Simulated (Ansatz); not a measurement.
**AlNH4 (AlH2(NH2)) at B2PLYP/STO-3G**

Aim: the vertical electron affinity of AlNH4 (AlH2(NH2)) at B2PLYP/STO-3G, from 2 runs. 

Program for the calculation: Ansatz 0.2.0.

54 further runs of the same task are left out: 2 that didn't finish, 52 set aside as unsound or not needed.

## Step 1: The molecule

AlNH4: 6 atoms, total charge 0, spin state singlet. SMILES: `[H][Al]([H])[NH2]`. The shape comes from GFN2-xTB, which is rough for such elements, and wasn't checked as a minimum.

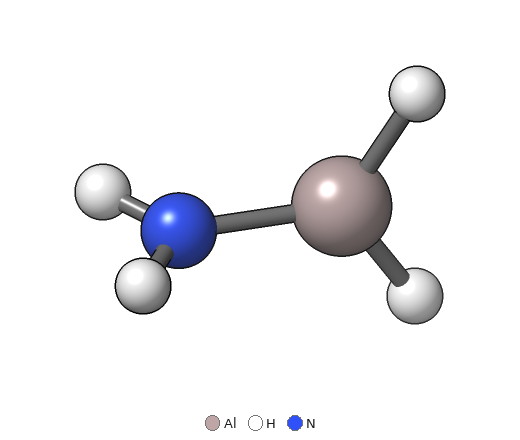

The structure, seen from a chosen angle (aluminium light grey, hydrogen white, nitrogen blue).

## Step 2: A single-point energy at B2PLYP/STO-3G

input.yaml reads:

```yaml
crystal:
  periodic: [false, false, false]
  atoms:
    - {symbol: Al, position_ang: [0.411220, 0.709780, 0.004090]}
    - {symbol: H, position_ang: [1.951140, 0.754090, 0.040220]}
    - {symbol: H, position_ang: [-0.317540, 2.068550, -0.020570]}
    - {symbol: N, position_ang: [-0.477760, -0.827010, -0.006690]}
    - {symbol: H, position_ang: [-0.803830, -1.337930, -0.819770]}
    - {symbol: H, position_ang: [-0.763230, -1.367490, 0.802720]}
basis:
  gaussian:
    orbitals: STO-3G
hamiltonian:
  xc: {name: B2PLYP}
correlation:
  frozen_orbitals: {Al: 5, H: 0, "N": 1}
accuracy: high
```

Run with:

```sh
$ ansatz run input.yaml --threads 1 --pin off --max-ram 2610MiB --events-out events.jsonl --progress --plain --runs-dir runs
```

The program printed:

```text
Warning: RAYON_NUM_THREADS=1 ignored (pool sized by the plan → 1); use --threads N
Functional definition: B2PLYP
  name "B2PLYP"
  parameter a = 0.53
  parameter c = 0.27
  exchange = (1 - a)*b88_x + a*exact_x
  correlation = (1 - c)*lyp_c + c*(mp2_os + mp2_ss)
312 factors; integrals over basis functions are off by at most 1.4e-8 eV
mean field evaluation 1: about -8043.6557 eV, gradient 2.2e1 eV
mean field evaluation 2: about -8043.6475 eV, gradient 2.2e1 eV
mean field evaluation 4: about -8045.1756 eV, gradient 7.7e-1 eV
mean field evaluation 8: about -8045.1766 eV, gradient 1.8e-3 eV
mean field evaluation 16: about -8045.1766 eV, gradient 9.6e-9 eV
mean field -8045.17663863 eV, -295.6547882530 hartree, gradient 8.9e-9 eV, S^2 0.000000; 0 other end points of the search recorded, 0 dependent functions left out
6 core orbitals not correlated: weight in the atoms' cores, before any rotation towards them, 0.999 or more for the frozen orbitals, at most 0.000 for the correlated occupied ones
reference -8045.17665712 eV, -295.6547889327 hartree; 6, 6 occupied and 6, 6 virtual orbitals, 312 factors
second order -2.45534016 eV of doubles, -0.00000000 eV of singles
Total energy: -8045.83959897 eV, -295.6791515960 hartree
```

It took 1 s on 1 thread of Intel Xeon Platinum 8488C (Sapphire Rapids), shared host; peak memory 0.13 GiB.

## Step 3: The doublet anion

job.yaml reads:

```yaml
crystal:
  periodic: [false, false, false]
  atoms:
    - symbol: Al
      position_ang: [0.411220, 0.709780, 0.004090]
    - symbol: H
      position_ang: [1.951140, 0.754090, 0.040220]
    - symbol: H
      position_ang: [-0.317540, 2.068550, -0.020570]
    - symbol: N
      position_ang: [-0.477760, -0.827010, -0.006690]
    - symbol: H
      position_ang: [-0.803830, -1.337930, -0.819770]
    - symbol: H
      position_ang: [-0.763230, -1.367490, 0.802720]
basis:
  gaussian:
    orbitals: STO-3G
total_charge: -1
magnetization:
  spin_polarized: true
  initial_magnetization: 1
hamiltonian:
  xc: {name: B2PLYP}
correlation:
  frozen_orbitals: {Al: 5, H: 0, "N": 1}
accuracy: high
```

Run with:

```sh
$ ansatz run job.yaml --threads 1 --pin off --max-ram 2610MiB --events-out events.jsonl --progress --plain --runs-dir runs
```

The program printed (excerpt; [...] marks lines left out):

```text
Warning: RAYON_NUM_THREADS=1 ignored (pool sized by the plan → 1); use --threads N
[... 2 set-up lines as earlier in the session ...]
[...]
312 factors; integrals over basis functions are off by at most 1.4e-8 eV
[...]
mean field -8037.50473995 eV, -295.3728511769 hartree, gradient 2.0e-8 eV, S^2 0.756612; 0 other end points of the search recorded, 0 dependent functions left out
6 core orbitals not correlated: weight in the atoms' cores, before any rotation towards them, 0.999 or more for the frozen orbitals, at most 0.000 for the correlated occupied ones
reference -8037.50475840 eV, -295.3728518549 hartree; 7, 6 occupied and 5, 6 virtual orbitals, 312 factors
second order -2.29764193 eV of doubles, -0.00000000 eV of singles
Total energy: -8038.12512172 eV, -295.3956497864 hartree
```

Wall time 1.6 s (1 thread of Intel Xeon Platinum 8488C (Sapphire Rapids), shared host); peak memory 0.17 GiB.

## Step 4: What came out

At B2PLYP/STO-3G, 6 core orbitals frozen:

| quantity | value |
| --- | --- |
| singlet AlNH4: total energy | -295.67915 Eh |
| doublet anion: total energy | -295.39565 Eh |
| doublet anion: ⟨S²⟩ | 0.757 |
| vertical electron affinity (to the doublet anion) | -7.714 eV |

What this shows: The anion lies 7.71 eV (744 kJ/mol) above the neutral: the electron isn't bound at this level, and such a value depends on the basis. Without diffuse functions anions come out too high. In a minimal basis such a difference can be off by several eV, whatever the method.
